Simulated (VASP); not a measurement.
Band structure of VBi (space group R3m). Method: PBE GGA, VASP's PBE PAW potentials (set 64) (plane waves; VASP).

Unless said otherwise, spin-orbit coupling is left out, though it shifts the bands of the heavy elements here.

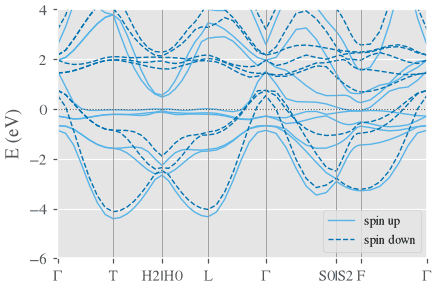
*Bands along high-symmetry lines, zero at the valence-band maximum or, without a gap, the Fermi level*

Problem. Read the plot: is there a gap, and where are the band edges?

Solution. It has no gap at this level: it comes out as a metal or semimetal.

The structure was generated: VBi was put into an ordered model structure, which need not be its known phase. The cell was not relaxed at this level. The k-mesh is coarse (spacing up to 0.36 per Å, 2π included), so the numbers may not be converged in it.
